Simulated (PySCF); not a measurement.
## Electronic structure of C4H2F4 (SMILES FC1=C[C@H]1C(F)(F)F) in real space

```xyz
10

F    -1.2304    0.4739    2.2022
C    -0.9713   -0.0737    1.0489
C    -1.3436   -0.6066   -0.0697
C     0.1570   -0.5190    0.1856
C     0.9733    0.5067   -0.5677
F     1.4235    0.0296   -1.7404
F     0.2733    1.6146   -0.8462
F     2.0594    0.8942    0.1199
H    -2.0754   -0.9117   -0.7736
H     0.7431   -1.4032    0.4186
```

Geometry: GFN2-xTB.

These are results of CAM-B3LYP/def2-SVPD, SCF density, gas phase in PySCF, not measurements.

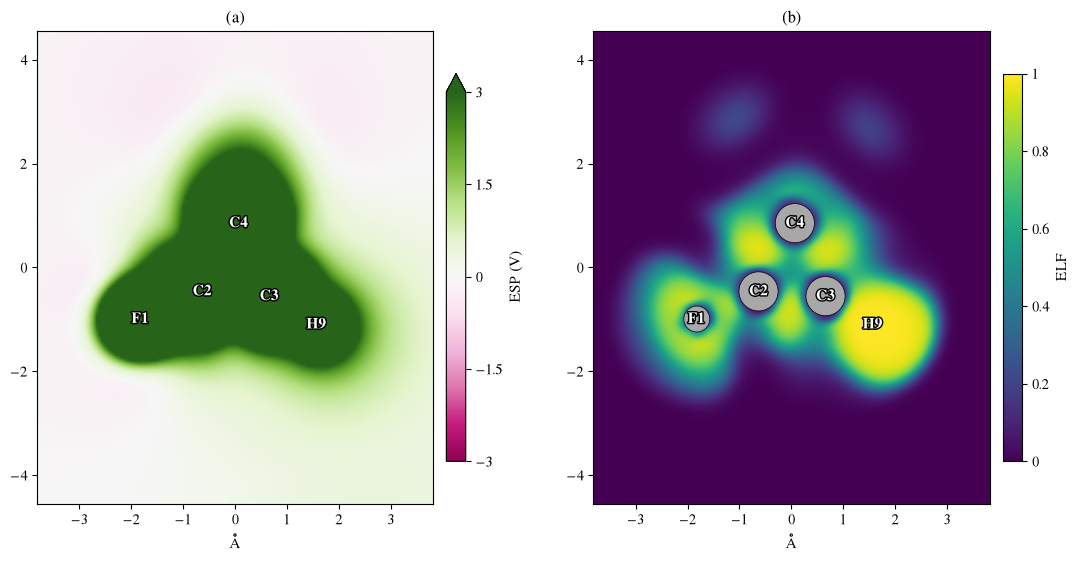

Figure 1. (a) molecular electrostatic potential; (b) ELF on the plane of atoms C3, C2 and C4. Grey discs cover the atomic cores in the ELF map.

Question: What does the map show?

Answer: Atoms in the plane: F, C and H. C–C (1.29 Å): the ELF peaks at about 0.80 between the atoms; a multiple bond. C–F (1.30 Å): the ELF peaks at about 0.85 between the atoms, as expected for a shared but strongly polarised pair. C–H (1.06 Å): the ELF climbs to about 1 towards the hydrogen, as it does in any bond to H; a covalent bond by its length. C–C (1.49 Å): the ELF peaks at about 0.80 between the atoms: a covalent bond. The ELF also peaks beside F1, away from the bonds: lone-pair regions. Outside the dense part of the molecule the potential is most negative (−0.3 V) near F8, which lies off the plane.

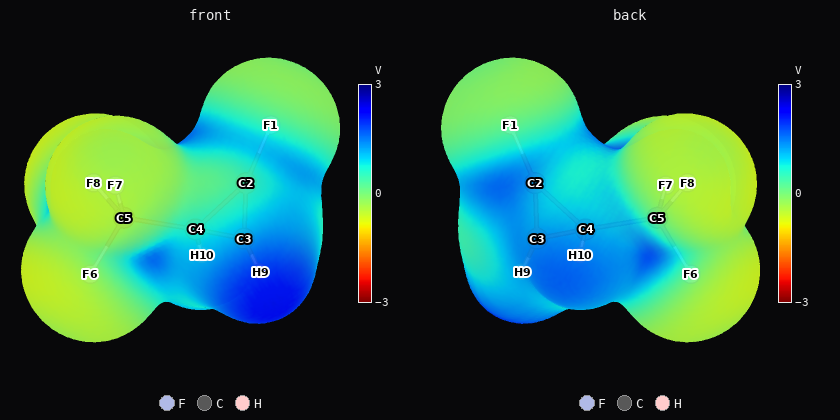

Figure 2. The electrostatic potential painted on the density surface at 0.004 e/bohr³, seen from the front and from behind; red is negative and blue positive.

Question: Which sites attract a positive test charge, and which a negative one?

Answer: A positive charge is drawn to the negative regions and a negative charge to the positive ones. The most negative region (about −0.7 V) lies over F6, F7 and F8, the most positive (about +2.3 V) over H9.

Question: How polar is the molecule by this calculation?

Answer: Its dipole moment is 2.67 D.

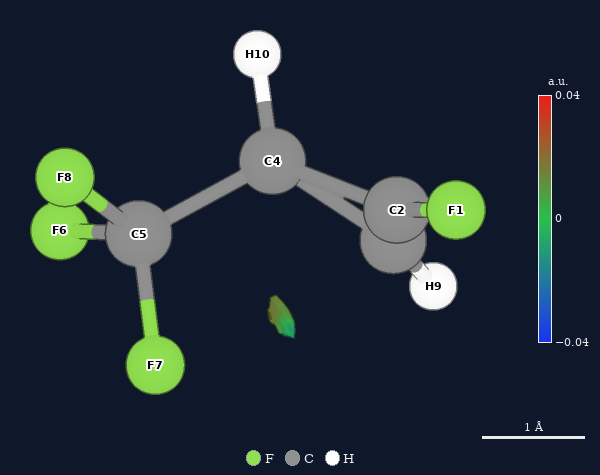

Figure 3. Non-covalent interaction (NCI) plot: the surface where the reduced density gradient is 0.5, for densities under 0.05 a.u., coloured by sign(λ₂)ρ; seen from one side.

Question: Which non-covalent interactions does the plot reveal?

Answer: Between F7 and C5 on one side and C3 and C2 on the other: a weak contact (green).
